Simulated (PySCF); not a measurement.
C6H10OS (SMILES CC1=COCSCC1)

```yaml
atoms:
  - { symbol: C, position_ang: [-2.3571, 0.4899, -0.1706] }
  - { symbol: C, position_ang: [-0.8639, 0.3103, -0.1037] }
  - { symbol: C, position_ang: [-0.1477, 1.2707, 0.4741] }
  - { symbol: O, position_ang: [1.1900, 1.4920, 0.6636] }
  - { symbol: C, position_ang: [2.1433, 0.5362, 1.0232] }
  - { symbol: S, position_ang: [1.6438, -1.2009, 1.0639] }
  - { symbol: C, position_ang: [1.0553, -1.2956, -0.6565] }
  - { symbol: C, position_ang: [-0.4312, -1.0001, -0.7081] }
  - { symbol: H, position_ang: [-2.8567, -0.2840, 0.4117] }
  - { symbol: H, position_ang: [-2.6993, 0.4008, -1.2010] }
  - { symbol: H, position_ang: [-2.6598, 1.4593, 0.2133] }
  - { symbol: H, position_ang: [-0.6741, 2.1548, 0.8196] }
  - { symbol: H, position_ang: [2.5003, 0.7590, 2.0370] }
  - { symbol: H, position_ang: [2.9822, 0.6217, 0.3211] }
  - { symbol: H, position_ang: [1.6369, -0.5824, -1.2400] }
  - { symbol: H, position_ang: [1.2614, -2.3050, -1.0108] }
  - { symbol: H, position_ang: [-0.7639, -1.0231, -1.7524] }
  - { symbol: H, position_ang: [-0.9596, -1.8038, -0.1843] }
```

Geometry: GFN2-xTB.

Theory: PBE0/pcSseg-1, SCF density, in a methanol solvent model, non-relativistic in PySCF 2.14.0.

Q: What can the converged electron density and electron localisation function tell about the bonding?

A: C–C (1.33 Å): ρ at the midpoint is about 2.3 e/Å³; the ELF peaks at about 0.90 between the atoms; a multiple bond.
C–O (1.37 Å): the density is about 2.2 e/Å³ at the midpoint, with its minimum of 1.9 e/Å³ about 0.5 Å from C; the ELF peaks at about 0.90 between the atoms, as expected for a polar covalent bond.
C–H (1.09 Å): the density is about 2.1 e/Å³ at the midpoint; the ELF climbs to about 1 towards the hydrogen, as it does in any bond to H: an ordinary covalent bond to hydrogen.
C–C (1.51 Å): ρ at the midpoint is about 1.7 e/Å³; the ELF peaks at about 0.95 between the atoms; localised, covalent bonding.

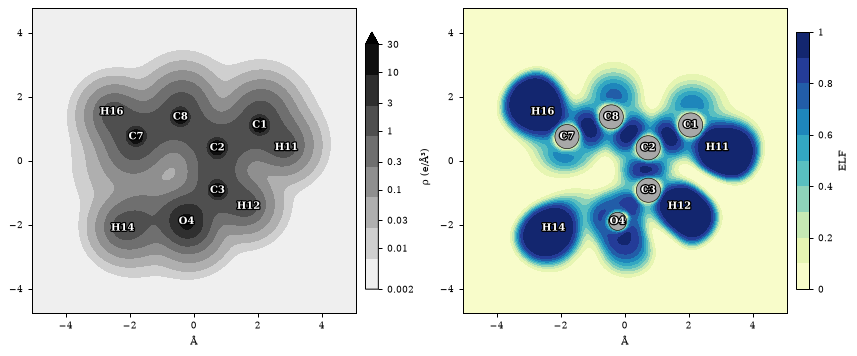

Computed electron density and electron localisation function on the plane of atoms C2, C1 and H11, in this order. Grey discs cover the atomic cores in the ELF map. 
